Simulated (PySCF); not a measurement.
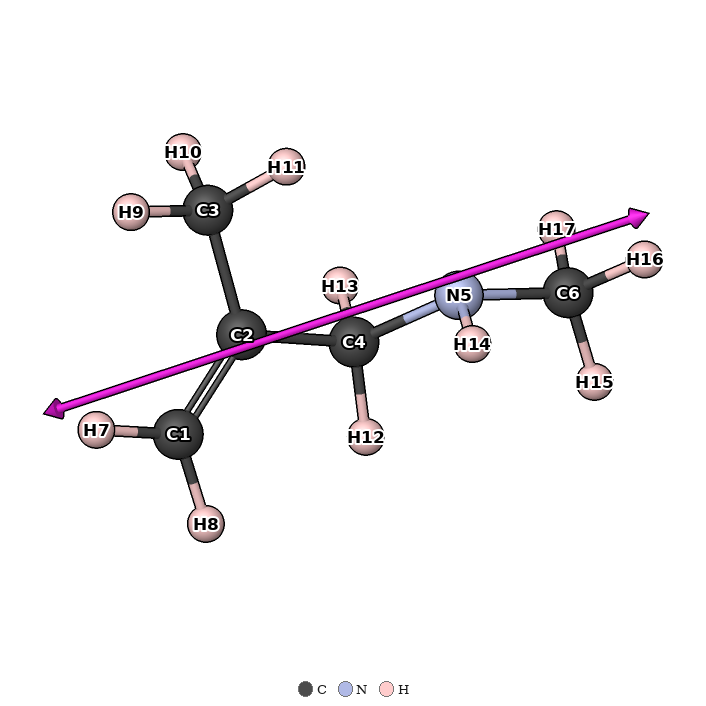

The double arrow shows the direction of the transition dipole to excited singlet state 6 (its length means nothing). The geometry was computed by an optimisation with PBE0-D3(BJ)/def2-SVP. No frequency run is at hand to confirm it as a minimum. Properties computed with TDDFT PBE0/aug-cc-pVDZ, vertical, gas phase, core orbitals frozen in the response (PySCF 2.14.0).

How is the transition polarised?

Nearly parallel to the C4–N5 bond.

Where does the transition lie, and how strong is it?

6.16 eV (201 nm), oscillator strength 0.021, mainly HOMO−1 → LUMO (weight 0.85); transition dipole 0.94 D.
